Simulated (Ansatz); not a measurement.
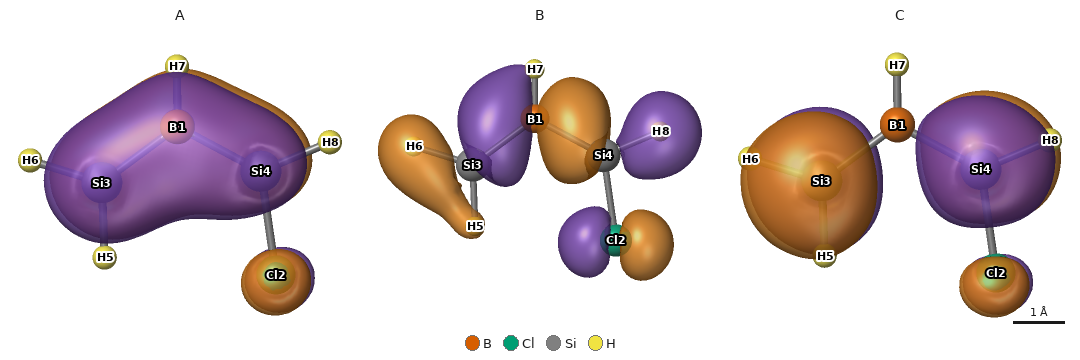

The picture shows: BClH₄Si₂ (SMILES [SiH2+]/[BH-]=[SiH]\Cl). Three frontier orbitals at ±0.08 Å⁻³ᐟ² (orange and purple are the two phases), in no order.

Geometry: B3LYP/6-31G*.

Method: isolated molecule in a Gaussian basis; Kohn-Sham density functional theory, functional PBE0 (Ansatz 0.2.0).

```xyz
8

B    -0.4432   -0.0227    2.2210
Cl   -2.5733    2.6532    3.0642
Si   -1.8307   -1.1655    2.7404
Si   -0.8064    1.8094    2.3823
H    -3.1482   -0.7080    3.2489
H    -1.8034   -2.6530    2.7171
H     0.6254   -0.3570    1.8101
H     0.0680    2.9683    2.0652
```

Which picture is the HOMO−1, the HOMO and the LUMO?

B is the HOMO−1 (−8.39 eV). Its weight (Hirshfeld) is mainly on B1 (about 25 %), Si4 (about 20 %), Si3 (about 20 %), Cl2 (about 10 %), H8 (about 10 %) and H6 (about 5 %); it is symmetric in the molecular plane (an in-plane orbital: σ, lone-pair or in-plane π type). A is the HOMO (−6.27 eV). Its weight (Hirshfeld) is mainly on B1 (about 30 %), Si3 (about 30 %) and Si4 (about 25 %); it changes sign across the molecular plane (π type); π-bonding across B1–Si3 and B1–Si4. C is the LUMO (−2.99 eV). By Hirshfeld shares it lies mainly on Si3 (about 40 %) and Si4 (about 40 %); it changes sign across the molecular plane (π type).

What is the HOMO–LUMO gap?

3.28 eV between the orbital energies.
